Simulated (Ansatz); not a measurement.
**SrLiCO3F (built on the sites of a database entry of RbSrCO3F): the cell at rest**

Aim: bring SrLiCO3F (built on the sites of a database entry of RbSrCO3F) to small forces and stress, as phonons need.

Method: DFT LDA, scalar-relativistic, plane waves, PAW, in Ansatz 0.2.0.

The structure was built from a prototype and need not be the compound's stable phase.

### 1. Starting point

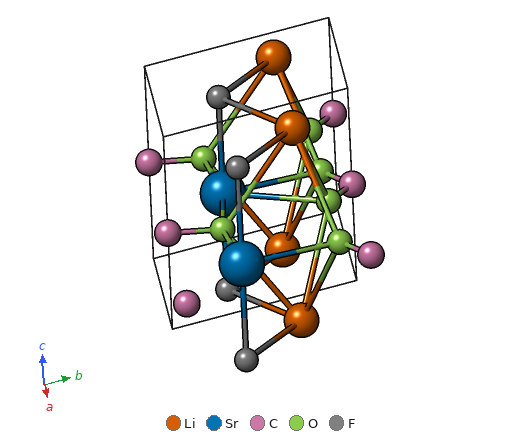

The starting structure, seen slightly off an axis (lithium orange, strontium blue, carbon pink, oxygen green, fluorine grey). 2×1×1 cells are drawn. Bonds to atoms that aren't drawn are left out. Some periodic images of atoms are drawn too.

### 2. Probe on a coarse mesh

A quick single point on a coarse mesh tells whether the cell has a gap and how far it is from rest, which sets the k mesh and smearing that follow.

File input.yaml:

```yaml
crystal:
  lattice:
    - [4.54636, 0.0, 0.0]
    - [-2.27318, 3.93726, 0.0]
    - [0.0, 0.0, 4.10888]
  atoms:
    - { symbol: Li, position: [0.3333333333, 0.6666666667, 0.0] }
    - { symbol: Sr, position: [0.6666666667, 0.3333333333, 0.5] }
    - { symbol: C, position: [0.0, 0.0, 0.5] }
    - { symbol: O, position: [0.1411666667, 0.2823333333, 0.5] }
    - { symbol: O, position: [0.1411666667, 0.8588333333, 0.5] }
    - { symbol: O, position: [0.7176666667, 0.8588333333, 0.5] }
    - { symbol: F, position: [0.6666666667, 0.3333333333, 0.0] }
kpoints:
  mp_grid: { grid: [6, 6, 4] }
hamiltonian:
  xc: lda
scf:
  occupations: { method: gaussian, width: 0.1 }
output:
  forces: true
  stress: true
  eigenvalues: true
```

Started as:

```bash
$ ansatz run input.yaml --threads 8 --pin off --max-ram 14336MiB --backend cpu --events-out ev --progress --plain --runs-dir out
```

Numbers of over 12 decimals in the logs are rounded to 6 here.

What it wrote:

```text
Engine: ansatz 0.2.0, aarch64-unknown-linux-gnu
Pseudopotentials: kind: paw
Pseudopotential: Li, paw, valence charge 3, recommended cutoff 420 eV (normal), Li.paw.azcp
Pseudopotential: Sr, paw, valence charge 10, recommended cutoff 420 eV (normal), Sr.paw.azcp
Pseudopotential: C, paw, valence charge 4, recommended cutoff 420 eV (normal), C.paw.azcp
[...]
k-point 0: bands = [... 17 lower, 4.8024, 5.2308, 5.2308, 6.4528, 9.7714, 12.4698, 13.9481, 13.9481, ... 2 higher]
  k-point 1: bands = [... 17 lower, 3.9877, 5.2429, 5.2429, 6.4560, 10.3661, 12.7642, 14.0341, 14.0341, ... 2 higher]
  k-point 2: bands = [... 17 lower, 3.8598, 5.2521, 5.2521, 6.4576, 10.7593, 14.1633, 14.2118, 14.2118, ... 2 higher]
  k-point 20: bands = [... 17 lower, 3.7911, 3.8943, 4.2095, 5.4999, 12.7689, 13.8670, 13.9812, 14.6646, ... 2 higher]
[key lines of the parts left out:]
SCF converged after 8 iterations
Free energy (F): -6347.884084 eV
Fermi energy:    8.115805 eV
P = ⅓ Tr σ = 77.8116 GPa (778.116 kbar)
```

It took 0.7 s on 8 threads of Arm Neoverse V2, shared host; peak memory 0.38 GiB; 4.2 s of CPU time.

A gap read on the k-mesh alone can miss the band edges.

Numbers from this step:

```
pressure           : 77.81 GPa
gap on the k-mesh  : 3.314 eV
volume per atom    : 10.51 Å³
direct gap on mesh : 3.319 eV
```

The coarse mesh shows a gap of 3.31 eV and a pressure of 77.8 GPa.

### 3. Rough relaxation

A rough relaxation comes first, because large forces or stress need no tight tolerances yet.

Changes to input.yaml since step 2:

```diff
@@ -14,3 +14,3 @@
 kpoints:
-  mp_grid: { grid: [6, 6, 4] }
+  mp_grid: { grid: [6, 6, 6] }
 hamiltonian:
@@ -23 +23,6 @@
   eigenvalues: true
+relax:
+  adjacent_minimum: "off"
+  f_tol: 0.05
+  max_steps: 80
+  cell: { stress_tol: 0.5 }
```

What it wrote:

```text
[...]
Crystal: 7 atoms, lattice volume = 73.550 Å³
Basis set: ecut = 420 eV, 1447 PW (Γ)
Bands: 28, of which v1, the nominal top of the filled ones, is band 21 counted from 1 (20 counted from 0)
Symmetry: 12 space group operations
[...]
k-points: 28 of 216 (time reversal used)
[...]
- [-1.5381822299225543e-17, 0, 4.475500]
  atoms:
    - { symbol: Li, position: [0.333333, 0.666667, 0] }
    - { symbol: Sr, position: [0.666667, 0.333333, 0.5] }
    - { symbol: C, position: [-4.7601223486097296e-17, 1.5718710271466852e-17, 0.5] }
    - { symbol: O, position: [0.146815, 0.293630, 0.5] }
    - { symbol: O, position: [0.146815, 0.853185, 0.5] }
    - { symbol: O, position: [0.706370, 0.853185, 0.5] }
    - { symbol: F, position: [0.666667, 0.333333, 0] }
[key lines of the parts left out:]
SCF converged after 5 iterations
Free energy (F): -6354.054745 eV
Fermi energy:    4.787383 eV
P = ⅓ Tr σ = 0.3027 GPa (3.027 kbar)
```

It took 8.7 s on 8 threads; peak memory 0.49 GiB; 61 s of CPU time.

The steps of the relaxation:

| step | energy less that of the first step (eV) | largest force component (eV/Å) | pressure (GPa) | volume (Å³) |
| --- | --- | --- | --- | --- |
| 1 | 0.0000 | 19.8414 | 77.81 | 73.55 |
| 2 | -5.1987 | 3.5525 | 20.38 | 83.86 |
| 3 | -5.6776 | 1.6609 | 2.99 | 93.19 |
| 4 | -5.7297 | 0.3738 | 0.48 | 93.28 |
| 5 | -5.7336 | 0.0277 | 0.02 | 93.12 |
| 6* | -6.0804 | 0.0521 | 4.54 | 93.12 |
| 7 | -6.1327 | 0.0039 | 1.88 | 96.68 |
| 8 | -6.1313 | 0.0074 | 0.21 | 99.26 |
| 9* | -6.1705 | 0.0015 | 0.30 | 99.26 |

Relaxation steps marked * repeat the geometry before them on a plane-wave basis chosen anew for their cell, so energy and pressure can jump there.

The run keeps the 12 symmetry operations that it works with, so distortions that break them were not tested.

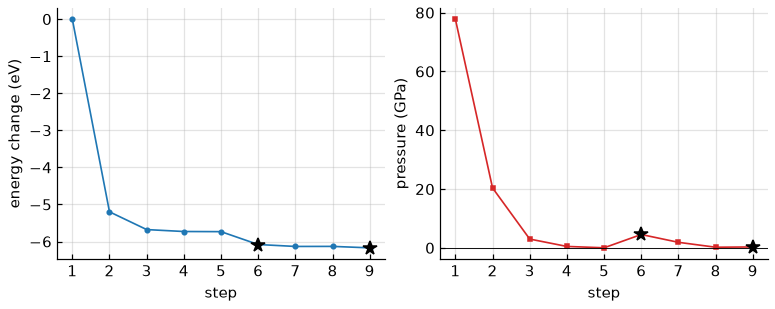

Energy and pressure along the relaxation. Stars mark steps on a basis chosen anew.

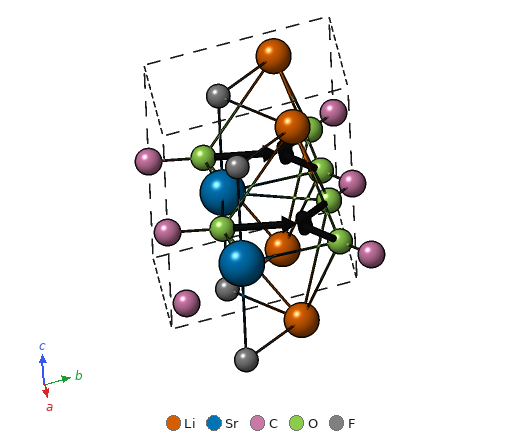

Displacements in the relaxation, exaggerated, measured against the changing cell; the longest in the cell stands for 0.05 Å. Bonds to atoms that aren't drawn are left out. 2×1×1 cells are drawn. Some periodic images of atoms are drawn too.

| conventional cell, symmetrised | before | after | change |
| --- | --- | --- | --- |
| a (Å) | 4.546 | 5.060 | +11.3 % |
| b (Å) | 4.546 | 5.060 | +11.3 % |
| c (Å) | 4.109 | 4.475 | +8.9 % |
| volume (Å³/atom) | 10.51 | 14.18 | +35.0 % |

The atoms that moved most (Å, as changes of fractional coordinates times the final cell):

| atom | dx | dy | dz | length |
| --- | --- | --- | --- | --- |
| O4 | 0.000 | 0.050 | 0.000 | 0.050 |
| O6 | -0.043 | -0.025 | 0.000 | 0.050 |
| O5 | 0.043 | -0.025 | 0.000 | 0.050 |

This step gave:

```yaml
pressure: 0.3027 GPa
gap_on_the_k_mesh: 3.442 eV
volume_per_atom: 14.18 Å³
direct_gap_on_mesh: 3.447 eV
```

In this step the volume went from 10.51 to 14.18 Å³/atom.

### 4. Bringing the structure to rest

The cell and atoms are relaxed, since residual forces and stress would shift the frequencies.

File input.yaml:

```yaml
crystal:
  lattice:
    - [5.0604944867, 0.0, 0.0]
    - [-2.5302472434, 4.3825167812, 0.0]
    - [0.0, 0.0, 4.4754997801]
  atoms:
    - { symbol: Li, position: [0.3333333333, 0.6666666667, 0.0] }
    - { symbol: Sr, position: [0.6666666667, 0.3333333333, 0.5] }
    - { symbol: C, position: [0.0, 0.0, 0.5] }
    - { symbol: O, position: [0.1468151241, 0.2936302482, 0.5] }
    - { symbol: O, position: [0.1468151241, 0.8531848759, 0.5] }
    - { symbol: O, position: [0.7063697518, 0.8531848759, 0.5] }
    - { symbol: F, position: [0.6666666667, 0.3333333333, 0.0] }
kpoints:
  mp_grid: { grid: [6, 6, 4] }
hamiltonian:
  xc: lda
scf:
  occupations: { method: gaussian, width: 0.02 }
output:
  forces: true
  stress: true
  eigenvalues: true
relax:
  adjacent_minimum: "off"
  f_tol: 0.005
  max_steps: 80
  cell: { stress_tol: 0.05 }
```

What it wrote:

```text
[...]
Crystal: 7 atoms, lattice volume = 99.256 Å³
Basis set: ecut = 420 eV, 1977 PW (Γ)
Bands: 28, of which v1, the nominal top of the filled ones, is band 21 counted from 1 (20 counted from 0)
[... 1 set-up line as in the run before ...]
[...]
k-points: 21 of 144 (time reversal used)
[...]
SCF iter   1: F=—  HF=-6354.100670 eV  |F-HF|=—  |Δ(HF+E_count)|=         —  Δρ=1.32e-2  dr2=1.46e-1  ethr=1.77e-3  ⟨swp⟩=8.7  Hψ=3400  notcnv=0
[...]
SCF iter   8: F=-6354.054477 eV  HF=-6354.054477 eV  |F-HF|=7.98e-9  |Δ(HF+E_count)|=   7.83e-8  Δρ=2.76e-6  dr2=8.26e-9  ethr=2.38e-10  ⟨swp⟩=10.7  Hψ=2867  notcnv=0
SCF 1 converged in 8 iterations: F = -6354.054477 eV  dr2 = 8.26e-9
[...]
relax step   1: F+E_penalty+E_count = -6354.05447675 eV  Δ(F+E_penalty+E_count) = +0.000e0 eV  max|allowed force component| = 1.415e-3 eV/Å  Δτ_max = 0.0000 Å  P = +0.303 GPa  Ω = 99.256 Å³  (8 SCF iters, dr2 threshold 1.00e-7 eV, accepted)
Crystal: 7 atoms, lattice volume = 99.923 Å³
[...]
SCF iter   6: F=-6354.051837 eV  HF=-6354.051837 eV  |F-HF|=3.01e-8  |Δ(HF+E_count)|=   1.05e-7  Δρ=1.15e-5  dr2=1.21e-7  ethr=6.02e-10  ⟨swp⟩=6.8  Hψ=2811  notcnv=0
SCF 2 converged in 6 iterations: F = -6354.051837 eV  dr2 = 1.21e-7
relax step   2: F+E_penalty+E_count = -6354.05183654 eV  Δ(F+E_penalty+E_count) = +2.640e-3 eV  max|allowed force component| = 1.539e-2 eV/Å  Δτ_max = 0.0032 Å  P = -0.106 GPa  Ω = 99.923 Å³  energy of the carried Pulay correction = -2.952e-3 eV  (6 SCF iters, dr2 threshold 2.53e-7 eV, accepted)
Crystal: 7 atoms, lattice volume = 99.714 Å³
[...]
SCF iter   5: F=-6354.052869 eV  HF=-6354.052869 eV  |F-HF|=1.38e-8  |Δ(HF+E_count)|=   3.32e-8  Δρ=5.30e-6  dr2=3.03e-8  ethr=1.14e-10  ⟨swp⟩=4.7  Hψ=3004  notcnv=0
SCF 3 converged in 5 iterations: F = -6354.052869 eV  dr2 = 3.03e-8
relax step   3: F+E_penalty+E_count = -6354.05286920 eV  Δ(F+E_penalty+E_count) = -1.033e-3 eV  max|allowed force component| = 2.358e-3 eV/Å  Δτ_max = 0.0013 Å  P = +0.006 GPa  Ω = 99.714 Å³  energy of the carried Pulay correction = -2.037e-3 eV  (5 SCF iters, dr2 threshold 4.77e-8 eV, accepted)
[...]
SCF iter   1: F=—  HF=-6354.054548 eV  |F-HF|=—  |Δ(HF+E_count)|=         —  Δρ=4.00e-5  dr2=2.31e-7  ethr=1.17e-6  ⟨swp⟩=4.1  Hψ=5094  notcnv=0
eigensolver tolerance schedule: the retry pair's looser diagonalisation over-reported the residual by 2134.99 of it (diagonalisation noise at 4.22 of the residual, at the tolerance the schedule requests for it); recorded, not acted on — ethr = c·dr2/N_el stays at c = 1.0e-1
[...]
SCF iter   2: F=—  HF=-6354.054544 eV  |F-HF|=—  |Δ(HF+E_count)|=   3.45e-6  Δρ=1.87e-5  dr2=6.59e-8  ethr=5.49e-10  ⟨swp⟩=3.3  Hψ=1447  notcnv=0
[...]
SCF iter   7: F=-6354.054544 eV  HF=-6354.054544 eV  |F-HF|=2.73e-12  |Δ(HF+E_count)|=  3.18e-11  Δρ=7.18e-8  dr2=1.96e-12  ethr=1.00e-12  ⟨swp⟩=3.7  Hψ=2344  notcnv=0
SCF 4 converged in 7 iterations: F = -6354.054544 eV  dr2 = 1.96e-12
relax step   4: F+E_penalty+E_count = -6354.05454437 eV  Δ(F+E_penalty+E_count) = -1.675e-3 eV  max|allowed force component| = 2.295e-3 eV/Å  Δτ_max = 0.0000 Å  P = +0.039 GPa  Ω = 99.714 Å³  stress off target by 4.76e-2 GPa  SCF on the basis re-selected at this cell (its energy is not comparable with the rows above)  (7 SCF iters)
[...]
SCF converged after 7 iterations
Free energy (F): -6354.054544 eV
[...]
Internal energy: -6354.054544 eV  (E = F + TS)
E sigma→0 (E₀):  -6354.054544 eV
Fermi energy:    4.746108 eV
[...]
--- Forces (eV/Å), atoms counted from 1 ---
  atom   1  Li     0.00000000     0.00000000    -0.00000000
  atom   2  Sr     0.00000000    -0.00000000     0.00000000
  atom   3  C     -0.00000000    -0.00000000     0.00000000
  atom   4  O     -0.00000000     0.00229466     0.00000000
  atom   5  O      0.00198724    -0.00114733    -0.00000000
  atom   6  O     -0.00198724    -0.00114733    -0.00000000
  atom   7  F     -0.00000000    -0.00000000     0.00000000
  max |Σ_I F_I| component: 2.54e-17 eV/Å
--- Stress (GPa, compression-positive) ---
        0.034539       0.000000       0.000000
        0.000000       0.034539      -0.000000
        0.000000      -0.000000       0.047604
  P = ⅓ Tr σ = 0.0389 GPa (0.389 kbar)
--- Band table (eV; the first three rows and the last of 21) ---
  k-point 0: bands = [... 17 lower, 1.6227, 1.8631, 1.8631, 3.0253, 6.4624, 8.0710, 10.2896, 10.2896, ... 3 higher]
  k-point 1: bands = [... 17 lower, 1.5363, 1.8655, 1.8655, 3.0274, 6.9479, 8.2396, 10.3161, 10.3161, ... 3 higher]
  k-point 2: bands = [... 17 lower, 1.4545, 1.8674, 1.8674, 3.0299, 7.1985, 9.3230, 10.0379, 10.4113, ... 3 higher]
  k-point 20: bands = [... 17 lower, 1.2650, 1.2929, 1.4421, 2.2770, 8.6588, 9.7308, 9.9096, 9.9955, ... 3 higher]
--- Relaxed structure (3 steps of the walk, 3 accepted, 1 SCFs on fresh bases) ---
[...]
cell:  # Å, volume = 99.7136 Å³
    - [5.068749, 2.8914751013698976e-11, -2.7806255958364023e-19]
    - [-2.534374, 4.389665, 1.3903127979319598e-19]
    - [-2.459184428597618e-19, 0, 4.481490]
  atoms:
    - { symbol: Li, position: [0.333333, 0.666667, 0] }
    - { symbol: Sr, position: [0.666667, 0.333333, 0.5] }
    - { symbol: C, position: [-1.8277228382156155e-17, -1.5846192202811275e-17, 0.5] }
    - { symbol: O, position: [0.146597, 0.293193, 0.5] }
    - { symbol: O, position: [0.146597, 0.853403, 0.5] }
    - { symbol: O, position: [0.706807, 0.853403, 0.5] }
    - { symbol: F, position: [0.666667, 0.333333, 0] }
```

Wall time 3.3 s (8 threads); peak memory 0.48 GiB; 23 s of CPU time.

Relaxation path:

| step | energy less that of the first step (eV) | largest force component (eV/Å) | pressure (GPa) | volume (Å³) |
| --- | --- | --- | --- | --- |
| 1 | 0.0000 | 0.0014 | 0.30 | 99.26 |
| 2 | 0.0026 | 0.0154 | -0.11 | 99.92 |
| 3 | 0.0016 | 0.0024 | 0.01 | 99.71 |
| 4* | -0.0001 | 0.0023 | 0.04 | 99.71 |

Relaxation steps marked * repeat the geometry before them on a plane-wave basis chosen anew for their cell, so energy and pressure can jump there.

Forces are held to the 12 operations that the run works with; a distortion that breaks them can't arise in this run.

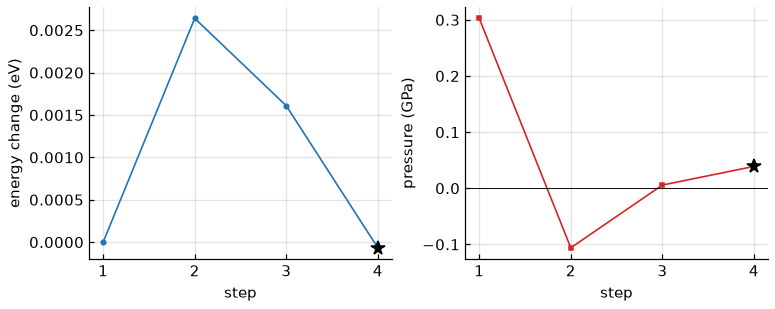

Energy and pressure along the relaxation. Stars mark steps on a basis chosen anew.

| conventional cell, symmetrised | before | after | change |
| --- | --- | --- | --- |
| a (Å) | 5.060 | 5.069 | +0.2 % |
| b (Å) | 5.060 | 5.069 | +0.2 % |
| c (Å) | 4.475 | 4.481 | +0.1 % |
| volume (Å³/atom) | 14.18 | 14.24 | +0.5 % |

The relaxed structure:

```cif
data_structure
_symmetry_space_group_name_H-M 'P 1'
_symmetry_Int_Tables_number 1
_cell_length_a 5.0687
_cell_length_b 5.0687
_cell_length_c 4.4815
_cell_angle_alpha 90.000
_cell_angle_beta 90.000
_cell_angle_gamma 120.000
_cell_volume 99.71
loop_
_atom_site_label
_atom_site_type_symbol
_atom_site_fract_x
_atom_site_fract_y
_atom_site_fract_z
_atom_site_occupancy
Li1 Li 0.33333 0.66667 0.00000 1
Sr2 Sr 0.66667 0.33333 0.50000 1
C3 C 0.00000 0.00000 0.50000 1
O4 O 0.14660 0.29319 0.50000 1
O5 O 0.14660 0.85340 0.50000 1
O6 O 0.70681 0.85340 0.50000 1
F7 F 0.66667 0.33333 0.00000 1
```

This step gave:

```yaml
pressure: 0.03889 GPa
gap_on_the_k_mesh: 3.432 eV
volume_per_atom: 14.24 Å³
direct_gap_on_mesh: 3.437 eV
```

In this step the volume went from 14.18 to 14.24 Å³/atom.

### 5. Relaxing to small forces for the phonons

Phonons need a cell at rest on their own settings, so the relaxation is repeated with tight tolerances on forces and stress on the k mesh and occupations of the first response run.

File input.yaml:

```yaml
crystal:
  lattice:
    - [5.0687489664, 0.0, 0.0]
    - [-2.5343744832, 4.3896653703, 0.0]
    - [0.0, 0.0, 4.4814897393]
  atoms:
    - { symbol: Li, position: [0.3333333333, 0.6666666667, 0.0] }
    - { symbol: Sr, position: [0.6666666667, 0.3333333333, 0.5] }
    - { symbol: C, position: [0.0, 0.0, 0.5] }
    - { symbol: O, position: [0.1465965773, 0.2931931547, 0.5] }
    - { symbol: O, position: [0.1465965773, 0.8534034227, 0.5] }
    - { symbol: O, position: [0.7068068453, 0.8534034227, 0.5] }
    - { symbol: F, position: [0.6666666667, 0.3333333333, 0.0] }
kpoints:
  mp_grid: { grid: [6, 6, 4] }
hamiltonian:
  xc: lda
scf:
  occupations: { method: fixed }
output:
  forces: true
  stress: true
  eigenvalues: true
relax:
  adjacent_minimum: "off"
  f_tol: 0.001
  max_steps: 60
  cell: { stress_tol: 0.01 }
```

What it wrote:

```text
[...]
Crystal: 7 atoms, lattice volume = 99.714 Å³
Basis set: ecut = 420 eV, 1977 PW (Γ)
Bands: 28, of which v1, the nominal top of the filled ones, is band 21 counted from 1 (20 counted from 0)
[... 1 set-up line as in the run before ...]
[...]
k-points: 21 of 144 (time reversal used)
[...]
- [-2.534787, 4.390379, 0.0]
    - [0.0, 0.0, 4.482625]
  atoms:
    - { symbol: Li, position: [0.333333, 0.666667, 0.0] }
    - { symbol: Sr, position: [0.666667, 0.333333, 0.5] }
    - { symbol: C, position: [-1.057082909547702e-17, 1.0575943948223525e-17, 0.5] }
    - { symbol: O, position: [0.146579, 0.293158, 0.5] }
    - { symbol: O, position: [0.146579, 0.853421, 0.5] }
    - { symbol: O, position: [0.706842, 0.853421, 0.5] }
    - { symbol: F, position: [0.666667, 0.333333, 0.0] }
[key lines of the parts left out:]
SCF converged after 6 iterations
Free energy (F): -6354.054480 eV
Fermi energy:    3.025434 eV
P = ⅓ Tr σ = 0.0016 GPa (0.016 kbar)
```

Run time: 6.8 s. Hardware: 8 threads; peak memory 0.48 GiB; 46 s of CPU time.

Little changed from the start: no atom moved by 0.005 Å and no cell edge by 0.1 %.

Numbers from this step:

| Property | Result |
| --- | --- |
| pressure | 0.001586 GPa |
| gap on the k-mesh | 3.431 eV |
| volume per atom | 14.25 Å³ |
| direct gap on mesh | 3.436 eV |

The largest force component left is 0.19 meV/Å and the pressure is 0.002 GPa, within the tolerances set. The cell now holds 14.25 Å³/atom.

### 6. Summary of results

| Property | Result |
| --- | --- |
| space group after relaxation (within 0.01 Å) | P-6m2 |
| lattice constant a | 5.070 Å |
| lattice constant b | 5.070 Å |
| lattice constant c | 4.483 Å |
| volume per atom | 14.3 Å³ |
| gap on the k-mesh | 3.43 eV |

What this shows: The largest force component left is 0.19 meV/Å and the pressure is 0.002 GPa, within the tolerances set. The cell now holds 14.25 Å³/atom. The relaxation keeps the symmetry of its start, so it says nothing on stability against lower symmetry. The starting cell was built on a prototype and not taken from a measurement, so the phase need not exist.

[Logs are printed without paths, hosts, clocks, repeated set-up lines and the standing remarks that a program may print on its own settings, such as how far it seeks lower states.]

[Hosts, paths, dates, database ids (printed as entryN), source tags and the programs' standing remarks are cut or masked in the printed files.]
